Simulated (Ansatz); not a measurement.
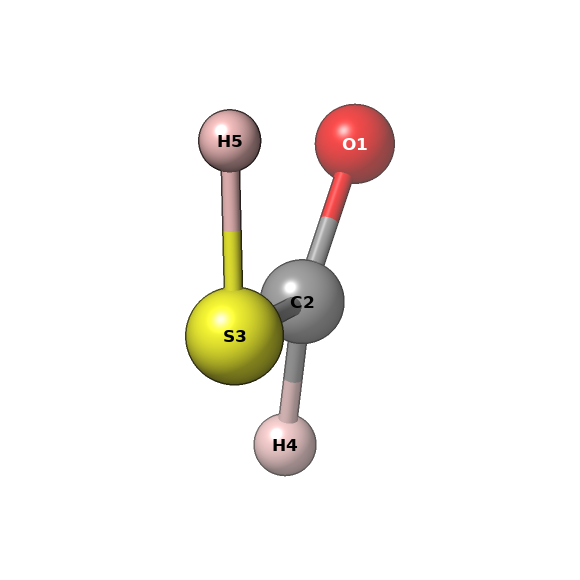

Source: calculation with Ansatz.

C2 lies behind S3. The molecule seen a little off the S3–C2 bond, S3 in front. Depth is shown by fading: the farther an atom, the more it takes the colour of the background. Geometry: a frame of the PBE0-D4/def2-SVP trajectory.

### What is the torsion angle H5–S3–C2–O1? The sign is positive where the front bond must turn clockwise to cover the back bond.

10°, synperiplanar (eclipsed).
